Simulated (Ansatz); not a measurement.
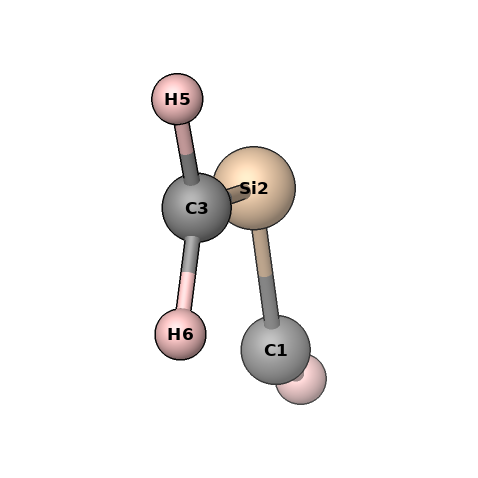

Si2 lies behind C3. The molecule seen a little off the C3–Si2 bond, C3 in front. Depth is shown by fading: the farther an atom, the more it takes the colour of the background. The species has charge +1 and is a spin singlet. The geometry was computed by an optimisation with PBE-D4/def2-SVP. No frequency run is at hand to confirm it as a minimum.

What is the torsion angle H5–C3–Si2–C1? The sign is positive where the front bond must turn clockwise to cover the back bond.

Answer. −177°, antiperiplanar (anti).
